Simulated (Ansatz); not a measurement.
**H2Cl (doublet): one geometry, many settings at distance Cl1–H2 along a hydrogen transfer = 1.871 Å**

What do other methods and options give for H2Cl (doublet) at this geometry, and how long do they take?

Computed with Ansatz 0.2.0, Gaussian basis. Level: the settings change from run to run.

3 further runs of the same task are left out: 3 that didn't finish.

## 1. The system

The geometry derives from fragments relaxed apart (PBE0/def2-TZVP) and kept rigid, so it is no stationary point. A hydrogen atom is moved between rigid fragments.

3 atoms, charge 0, spin multiplicity 2.

Atoms are counted from 1 here; the program's logs count them from 0.

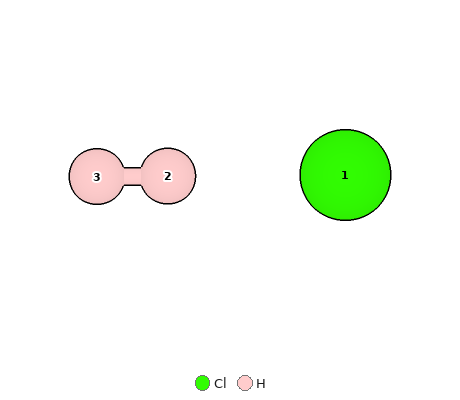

The structure; chlorine green, hydrogen pink; atoms are numbered from 1 in the order of the file.

## 2. CCSD(T) on UHF/cc-pVTZ-DK

Contents of in.yaml:

```yaml
crystal:
  periodic: [false, false, false]
  atoms:
    - {symbol: Cl, position_ang: [0.000000, 0.000000, -1.495667]}
    - {symbol: H, position_ang: [0.000000, 0.000000, 0.375333]}
    - {symbol: H, position_ang: [0.000000, 0.000000, 1.120333]}
basis:
  gaussian: {orbitals: cc-pVTZ-DK}
magnetization: {spin_polarized: true, initial_magnetization: 1}
hamiltonian: {pseudopotentials: {relativity: scalar}}
correlation: {method: ccsd_t, electrons: valence}
scf: {lower_state_search: off}
```

Launch:

```sh
$ ansatz run in.yaml --threads 1 --pin off --events-out ev --progress --plain --max-ram 2393MiB
```

What it wrote, shortened:

```text
Functional definition: HF
  name "HF"
  cite "Fock, Z. Phys. 61, 126 (1930) doi:10.1007/BF01340294"
  parent pbe
[...]
345 factors; integrals over basis functions are off by at most 1.0e-3 eV
[...]
mean field -12571.97891706 eV, -462.0117036085 hartree, gradient 6.9e-6 eV, S^2 0.765785; 0 other end points of the search recorded, 0 dependent functions left out
5 core orbitals not correlated: weight in the atoms' cores, before any rotation towards them, 1.000 or more for the frozen orbitals, at most 0.000 for the correlated occupied ones
reference -12571.97891706 eV, -462.0117036085 hartree; 5, 4 occupied and 52, 53 virtual orbitals, 345 factors
second order -5.39238961 eV of doubles, -0.00000000 eV of singles
cycle   1  -5.99105580 eV  change   -6.0e-1 eV  update   4.9e-2
[...]
cycle   9  -6.19858800 eV  change    8.2e-6 eV  update   9.0e-6
perturbative correction -0.17849279 eV, -0.0065594892 hartree
Total energy: -12578.35599785 eV, -462.2460570051 hartree
Relativity: scalar
Checks for a lower state left out: stability, starts, cluster_reference, orbital_swaps, neighbouring_geometries, increment
```

It took 1 s on 1 thread of Intel Xeon 6975P-C, shared host.

From the report: ⟨S²⟩ of the determinant 0.766 (pure doublet: 0.75); correlation -6.3771 eV; T1 0.012; largest double amplitude 0.04.

## 3. BCCD(T)/def2-mTZVP

Contents of in.yaml:

```yaml
crystal:
  periodic: [false, false, false]
  atoms:
    - {symbol: Cl, position_ang: [0.000000, 0.000000, -1.495667]}
    - {symbol: H, position_ang: [0.000000, 0.000000, 0.375333]}
    - {symbol: H, position_ang: [0.000000, 0.000000, 1.120333]}
basis:
  gaussian: {orbitals: def2-mTZVP, point_charges: [{charge: -1.00, position_ang: [4.422, 0.002, 0.360]}]}
magnetization: {spin_polarized: false, initial_magnetization: 1}
hamiltonian: {xc: {name: r2SCAN}}
correlation: {method: bccd_t, electrons: valence}
output: {forces: true}
```

The command is unchanged.

What it wrote, shortened:

```text
Functional definition: r2SCAN
  name "r2SCAN"
  cite "Furness, Kaplan, Ning, Perdew & Sun, J. Phys. Chem. Lett. 11, 8208 (2020) doi:10.1021/acs.jpclett.0c02405"
  cite "Furness, Kaplan, Ning, Perdew & Sun, J. Phys. Chem. Lett. 11, 9248 (2020) doi:10.1021/acs.jpclett.0c03077"
  parent r2scan
[...]
259 factors; integrals over basis functions are off by at most 1.3e-3 eV
[...]
mean field -12552.06550025 eV, -461.2798990386 hartree, gradient 1.8e-6 eV, S^2 0.750000; 8 other end points of the search recorded, 0 dependent functions left out
[...]
5 core orbitals not correlated: weight in the atoms' cores, before any rotation towards them, 1.000 or more for the frozen orbitals, at most 0.000 for the correlated occupied ones
reference -12532.74798720 eV, -460.5699935280 hartree; 5, 4 occupied and 18, 19 virtual orbitals, 259 factors
second order -3.97275536 eV of doubles, -0.23479948 eV of singles
cycle   1  -4.61854004 eV  change   -4.1e-1 eV  update   4.3e-2
[...]
cycle  16  -4.75558741 eV  change   -7.4e-8 eV  update   1.4e-7
perturbative correction -0.05329238 eV, -0.0019584589 hartree
[...]
Total energy: -12537.55686700 eV, -460.7467166009 hartree
Atom 0 at     0.000000     0.000000    -1.495667 Å, force    -0.043360    -0.000020    -0.785239 eV/Å
Atom 1 at     0.000000     0.000000     0.375333 Å, force     0.001122     0.000001     0.128119 eV/Å
Atom 2 at     0.000000     0.000000     1.120333 Å, force     0.056321     0.000025     0.629236 eV/Å
Dipole moment:     0.039132     0.000018     0.149148 e Å
```

It took 2.4 s on 1 thread of Intel Xeon 6975P-C, shared host.

From the report: correlation -4.8089 eV; largest double amplitude 0.05.

## 4. CCSD on UHF/cc-pVTZ

Contents of in.yaml:

```yaml
crystal:
  periodic: [false, false, false]
  atoms:
    - {symbol: Cl, position_ang: [0.000000, 0.000000, -1.495667]}
    - {symbol: H, position_ang: [0.000000, 0.000000, 0.375333]}
    - {symbol: H, position_ang: [0.000000, 0.000000, 1.120333]}
basis:
  gaussian: {orbitals: cc-pVTZ}
magnetization: {spin_polarized: true, initial_magnetization: 1}
correlation: {method: ccsd, electrons: outside_noble_gas}
```

The command is unchanged.

What it wrote, shortened:

```text
Functional definition: HF
  name "HF"
  cite "Fock, Z. Phys. 61, 126 (1930) doi:10.1007/BF01340294"
  parent pbe
[...]
345 factors; integrals over basis functions are off by at most 1.0e-3 eV
[...]
mean field -12533.62823443 eV, -460.6023420169 hartree, gradient 6.9e-6 eV, S^2 0.765934; 7 other end points of the search recorded, 0 dependent functions left out
determinant -12533.62823443 eV, -460.6023420169 hartree, with singles and doubles -12539.88540444 eV, -460.8322887735 hartree
determinant -12533.20382780 eV, -460.5867453612 hartree, with singles and doubles -12539.41946715 eV, -460.8151658938 hartree
determinant -12533.62823443 eV, -460.6023420169 hartree, with singles and doubles -12539.82592666 eV, -460.8301030055 hartree
determinant -12533.20382780 eV, -460.5867453612 hartree, with singles and doubles -12539.35375462 eV, -460.8127510029 hartree
5 core orbitals not correlated: weight in the atoms' cores, before any rotation towards them, 1.000 or more for the frozen orbitals, at most 0.000 for the correlated occupied ones
reference -12533.62823443 eV, -460.6023420169 hartree; 5, 4 occupied and 52, 53 virtual orbitals, 345 factors
second order -5.38935716 eV of doubles, -0.00000000 eV of singles
cycle   1  -6.19769194 eV  change    2.9e-7 eV  update   2.7e-6
Total energy: -12539.82592637 eV, -460.8301029948 hartree
```

It took 2.7 s on 1 thread of Intel Xeon 6975P-C, shared host.

From the report: ⟨S²⟩ of the determinant 0.766 (pure doublet: 0.75); correlation -6.1977 eV; T1 0.012; largest double amplitude 0.04.

## 5. NEVPT2(5,8)/def2-SVP

Contents of in.yaml:

```yaml
crystal:
  periodic: [false, false, false]
  atoms:
    - {symbol: Cl, position_ang: [0.000000, 0.000000, -1.495667]}
    - {symbol: H, position_ang: [0.000000, 0.000000, 0.375333]}
    - {symbol: H, position_ang: [0.000000, 0.000000, 1.120333]}
basis:
  gaussian: {orbitals: def2-SVP}
magnetization: {spin_polarized: false, initial_magnetization: 1}
hamiltonian: {pseudopotentials: {relativity: scalar}}
correlation: {method: sc_nevpt2, electrons: valence, active_space: {window: {electrons: 5, orbitals: 8}}}
scf: {lower_state_search: light}
```

Same command.

What it wrote:

```text
Functional definition: HF
  name "HF"
  cite "Fock, Z. Phys. 61, 126 (1930) doi:10.1007/BF01340294"
  parent pbe
  exchange = exact_x
  correlation = 0
262 factors; integrals over basis functions are off by at most 1.4e-3 eV
mean field evaluation 1: about -12562.0287 eV, gradient 7.4e0 eV
mean field evaluation 2: about -12562.0301 eV, gradient 7.4e0 eV
mean field evaluation 4: about -12562.8053 eV, gradient 1.2e0 eV
mean field evaluation 8: about -12562.8328 eV, gradient 1.2e-4 eV
mean field evaluation 16: about -12562.4784 eV, gradient 2.0e-4 eV
mean field evaluation 32: about -12562.6428 eV, gradient 2.1e0 eV
mean field -12562.83284636 eV, -461.6755917097 hartree, gradient 2.0e-6 eV, S^2 0.750000; 7 other end points of the search recorded, 0 dependent functions left out
reference -12562.83284636 eV, -461.6755917097 hartree; 10, 9 occupied and 18, 19 virtual orbitals, 262 factors
state -12564.60939723 eV, -461.7408787502 hartree
state -12564.60939723 eV, -461.7408787502 hartree; corrected -12566.84398723 eV, -461.8229984181 hartree
Total energy: -12566.84398723 eV, -461.8229984181 hartree
Relativity: scalar
```

Wall time 6 s (1 thread of Intel Xeon 6975P-C, shared host).

From the report: 790 determinants; active occupations 1.98, 1.98, 0.99, 0.01, 0.01, 0.01, 0.01, 0.01.

## 6. All runs side by side

Where basis and cores are those of an earlier UCCSDT(Q)/cc-pVTZ run (-12540.0299 eV), and the state is the same kind, the miss against it is given.

```tsv
level	correlated	functions	energy (eV)	from UCCSDT(Q) (meV)	time
CCSD(T) on UHF/cc-pVTZ-DK (relativity set)	valence	62	-12578.3560		1 s
BCCD(T)/def2-mTZVP (beside a point charge, on r2SCAN orbitals)	valence	28	-12537.5569		2.4 s
CCSD on UHF/cc-pVTZ	outside noble gas	62	-12539.8259	203.9	2.7 s
NEVPT2(5,8)/def2-SVP (relativity set)	valence	28	-12566.8440		6 s
```

## 7. Summary of results

```
quantity                                            value
    runs                                                4
quickest  CCSD(T) on UHF/cc-pVTZ-DK (relativity set), 1 s
 slowest       NEVPT2(5,8)/def2-SVP (relativity set), 6 s
```

What this shows: Total energies in different bases, with other cores or another treatment of relativity can't be set against each other. NEVPT2(5,8)/def2-SVP (relativity set) took 6 times as long as CCSD(T) on UHF/cc-pVTZ-DK (relativity set); the jobs differ in more than the method.
